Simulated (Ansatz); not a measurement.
A series of calculations on CH$_{9}$NSi

Part 1: Relaxation

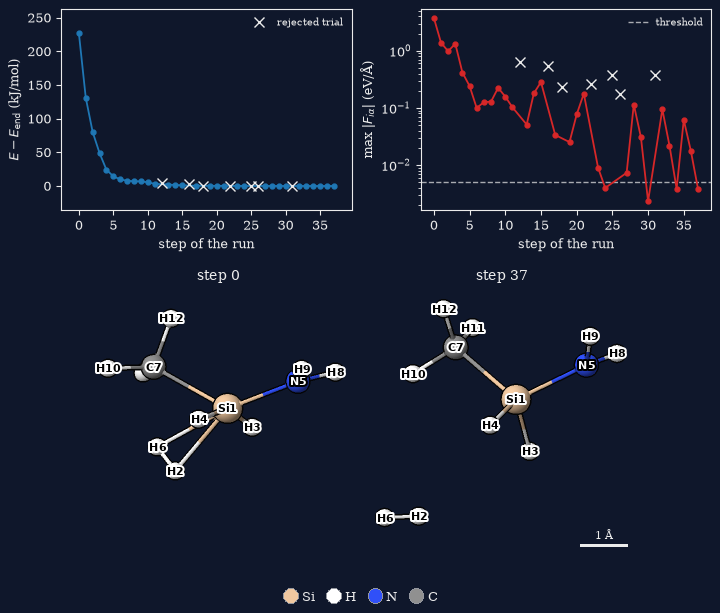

First and last geometry of a relaxation of CH₉NSi (started from a transition state, displaced along its imaginary mode), with the history of the run. Style: ball-and-stick. Shown from a free direction.

The calculation used RKS PBE0-D4/def2-TZVP (Ansatz). Set-up: force threshold 0.005 eV/Å; at most 200 steps.

### Read the history and describe the run.

It converged. After 30 accepted moves (37 points after the start) the energy has fallen by 227.0 kJ/mol. The largest force component goes from 3.8 to 0.0038 eV/Å. The line search rejected the trial steps at points 12, 16, 18, 22, 25, 26, 31 of the run. The forces were under the threshold at step 24, but the run went on from there. H6 moves most after the best rigid fit: 1.93 Å. Largest moves by element: H 1.93 Å, C 0.60 Å, N 0.38 Å, Si 0.26 Å. Among the contacts that change: Si1–H6 1.816 → 3.867 Å, Si1–H2 1.790 → 3.390 Å, Si1–C7 1.968 → 1.871 Å, H2–H6 0.670 → 0.746 Å. Among the angles between lasting bonds that change: H3–Si1–H4 154.8° → 109.7°, N5–Si1–C7 133.6° → 116.4°, Si1–C7–H12 96.4° → 111.1°.

| step | E − E(0), kJ/mol | largest force component, eV/Å | note |
| --- | --- | --- | --- |
| 0 | 0.00 | 3.7633 |  |
| 1 | -95.86 | 1.3884 |  |
| 2 | -146.67 | 0.9831 |  |
| 3 | -178.01 | 1.3312 |  |
| 4 | -202.83 | 0.4167 |  |
| 5 | -212.51 | 0.2424 |  |
| 6 | -217.12 | 0.0996 |  |
| 7 | -219.16 | 0.1266 |  |
| 8 | -219.88 | 0.1286 |  |
| 9 | -220.06 | 0.2248 |  |
| 10 | -221.35 | 0.1582 |  |
| 11 | -223.73 | 0.1027 |  |
| 13 | -224.76 | 0.0512 |  |
| 14 | -225.49 | 0.1801 |  |
| 16 | -224.16 | 0.5517 | rejected |
| 17 | -226.61 | 0.0336 |  |
| 19 | -226.68 | 0.0252 |  |
| 20 | -226.74 | 0.0768 |  |
| 21 | -226.75 | 0.1780 |  |
| 23 | -226.85 | 0.0090 |  |
| 24 | -226.87 | 0.0040 |  |
| 26 | -226.85 | 0.1787 | rejected |
| 27 | -226.89 | 0.0073 |  |
| 28 | -226.89 | 0.1149 |  |
| 30 | -226.92 | 0.0023 |  |
| 31 | -226.74 | 0.3749 | rejected |
| 33 | -226.94 | 0.0219 |  |
| 34 | -226.95 | 0.0039 |  |
| 36 | -226.96 | 0.0176 |  |
| 37 | -226.96 | 0.0038 |  |

Part 2: Relaxation

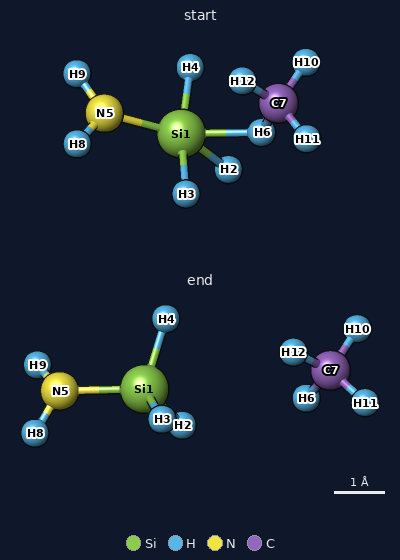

The structure of CH$_{9}$NSi (started from a transition state, displaced along its imaginary mode) before (top) and after (bottom) a relaxation, at one scale.

The picture is a ball-and-stick view, seen at a tilt.

Method: Ansatz, RKS PBE0-D4/def2-TZVP.

Input
```yaml
crystal:
  periodic: [false, false, false]
  atoms:
    - {symbol: Si, position_ang: [0.535861, -0.312522, -0.414666]}
    - {symbol: H, position_ang: [0.797192, -1.735075, 0.204095]}
    - {symbol: H, position_ang: [-0.659003, -0.884797, -1.211437]}
    - {symbol: H, position_ang: [1.487394, 0.328043, 0.623499]}
    - {symbol: N, position_ang: [0.835797, 0.890528, -1.585617]}
    - {symbol: H, position_ang: [-0.265376, -0.876564, 0.881922]}
    - {symbol: C, position_ang: [-0.989975, -0.143632, 1.277792]}
    - {symbol: H, position_ang: [0.387493, 0.888984, -2.500667]}
    - {symbol: H, position_ang: [1.567031, 1.600284, -1.533313]}
    - {symbol: H, position_ang: [-0.620513, 0.092662, 2.271100]}
    - {symbol: H, position_ang: [-1.924388, -0.676601, 1.222742]}
    - {symbol: H, position_ang: [-1.151514, 0.828791, 0.764651]}
basis:
  gaussian: {orbitals: def2-TZVP}
hamiltonian: {xc: pbe0, dispersion: d4}
relax: {f_tol: 0.005, max_steps: 200}
```

Launched with:
```bash
ansatz run in.yaml --threads 4 --pin off --events-out ev --progress --plain --max-ram 9574MiB
```

### Describe what moved and what it gained.

Over 23 geometry steps the energy falls by 56.2 kcal/mol. Largest force component: 1.5 eV/Å at the start, 0.0043 eV/Å at the end. The largest move after the best rigid fit is that of H8, 1.29 Å. By element the largest moves are H 1.29 Å, C 1.05 Å, N 1.03 Å, Si 0.82 Å. Some distances before and after: Si1–H6 1.625 → 3.274 Å, Si1–C7 2.285 → 3.836 Å, Si1–H2 1.573 → 1.494 Å, Si1–H3 1.546 → 1.485 Å. Bonds break, among them: Si1–H6 (1.63 → 3.27 Å). Among the angles between lasting bonds that change: H3–Si1–H4 167.0° → 110.6°, H2–Si1–N5 151.5° → 115.8°, H2–Si1–H3 89.8° → 107.3°.

Part 3: Reaction

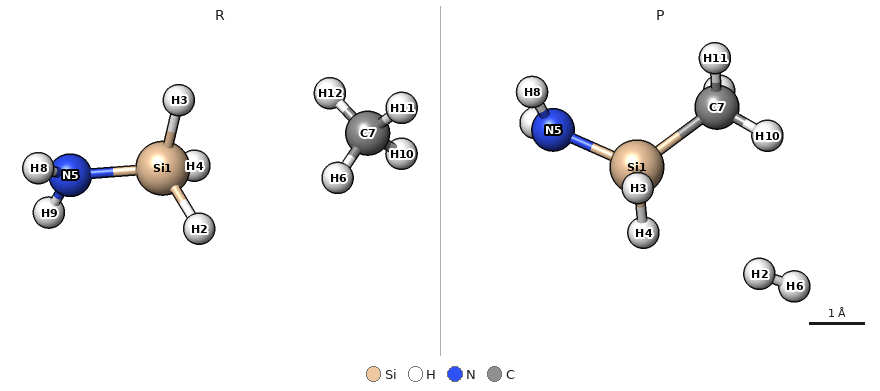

Reactant (R) and product (P) of one elementary step of CH₉NSi. Style: ball-and-stick. Shown at a tilt.

Stationary points at PBE0-D4/def2-TZVP, single-point energies with CCSD(T)/CBS (def2-TZVPP where no basis is named; Ansatz 0.2.0). The energies are electronic, without zero-point or thermal terms, and both ends are the relaxed geometries reached downhill from the saddle, with any fragments still in contact. CCSD(T)/CBS stands for a frozen-core estimate: MP2 correlation extrapolated from def2-TZVPP and def2-QZVPP, CCSD(T) minus MP2 from the smaller set.

R:
```xyz
12

Si    0.6564    0.2785   -0.9817
H     1.0345   -1.0914   -0.5199
H    -0.7897    0.2472   -1.3200
H     0.9098    1.2110    0.1464
N     1.5071    0.8678   -2.3554
H    -0.6873   -1.2350    1.5915
C    -1.4236   -0.6230    2.1128
H     1.3239    0.4740   -3.2641
H     2.4762    1.1289   -2.2695
H    -1.0466   -0.3680    3.1028
H    -2.3547   -1.1808    2.2091
H    -1.6059    0.2911    1.5481
```

P:
```xyz
12

Si    0.3981    0.1258   -0.4256
H     0.5292   -2.8558    1.1821
H     0.1655   -1.2274   -1.0031
H     1.6891    0.1401    0.3155
N     0.5696    1.2104   -1.7504
H     0.5783   -2.9413    1.9219
C    -0.9830    0.4973    0.7806
H    -0.0924    1.2041   -2.5087
H     0.9567    2.1296   -1.6148
H    -1.0062   -0.2499    1.5792
H    -1.9556    0.4876    0.2816
H    -0.8493    1.4795    1.2417
```

### What is the transition state like, and how high is the barrier?

Counted by bonded pieces, R holds CH₄ + SiH₅N and P holds CH₇NSi + H₂. From R over the saddle to P, bonds form: Si1–C7 (3.84 → 2.13 → 1.87 Å), H2–H6 (2.73 → 1.09 → 0.75 Å). Bonds break: Si1–H2 (1.49 → 1.68 → 3.39 Å), H6–C7 (1.09 → 1.40 → 3.95 Å). The saddle has one imaginary mode, 1370i cm⁻¹. The end R keeps a soft imaginary mode of 20i cm⁻¹, so it isn't quite a minimum. With CCSD(T)/CBS the barrier is 304.8 kJ/mol from R and 280.5 kJ/mol from P, and P lies 24.3 kJ/mol above R.

Saddle geometry:

```xyz
12

Si    0.4483   -0.2195   -0.3859
H     0.6620   -1.7017    0.3703
H    -0.5799   -0.9394   -1.1908
H     1.5036    0.2517    0.5566
N     0.8309    0.9156   -1.6147
H    -0.1071   -1.1309    0.8982
C    -0.9645   -0.0673    1.1964
H     0.3708    0.9401   -2.5109
H     1.5523    1.6127   -1.5200
H    -0.6111    0.0732    2.2194
H    -1.8795   -0.6617    1.1655
H    -1.2258    0.9272    0.8160
```

The saddle point in the same view, with dashed sticks for the bonds that form or break:

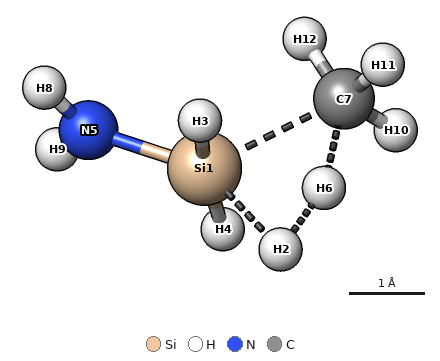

Part 4: Path

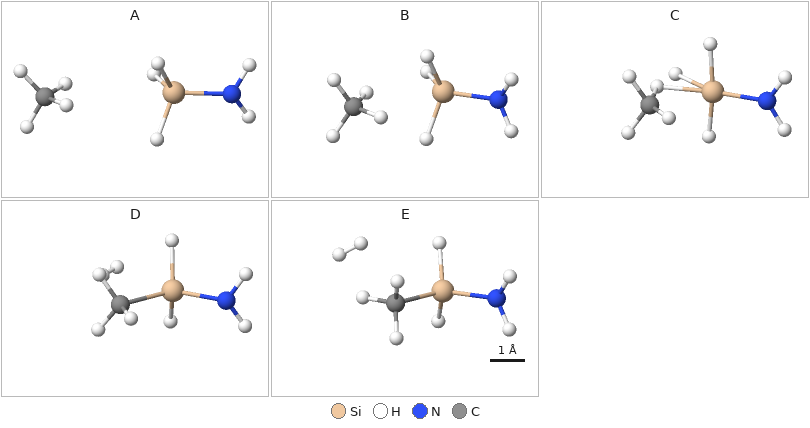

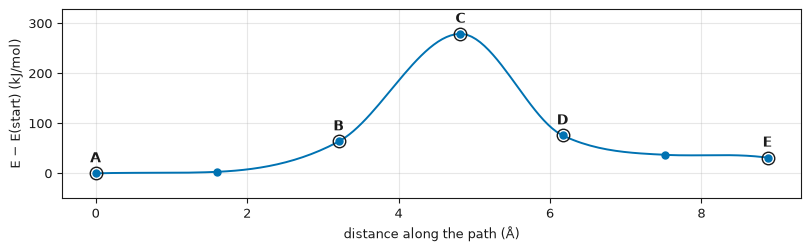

A nudged-elastic-band calculation for CH₉NSi, made up of SiNH5 and CH4. Images are numbered from 0 (start) to 6 (end). Frames A to E are images 0, 2, 3, 4, 6. The picture is a ball-and-stick view, seen at a tilt.

These are results of Ansatz, RKS PBE0-D4/def2-SVP, not measurements. Settings: 5 movable images; climbing image.

Q: Describe the mechanism and the energy profile.

A: Forward barrier 279.0 kJ/mol, backward barrier 247.6 kJ/mol, with image 3 at the top; the reaction energy is +31.3 kJ/mol. Breaking: C–H (1.09 → 3.95 Å), H–Si (1.49 → 3.39 Å). Forming: H–H (2.73 → 0.75 Å), C–Si (3.84 → 1.87 Å). The band converged in 20 iterations. The largest component of the band force went from 4.8 to 0.042 eV/Å. The climbing image converged on the top of the path. Its curvatures weren't checked. The largest force component is 0.29 eV/Å at the start and 0.54 eV/Å at the end; an end with forces this large is no minimum, and the barrier measured from it can be far off.

Limits of the set-up: the start holds two separate molecules, 2.7 Å apart at their closest, whose relative position is a soft coordinate.

Cost: 100 s on 4 threads of Arm Neoverse V2 (shared host).
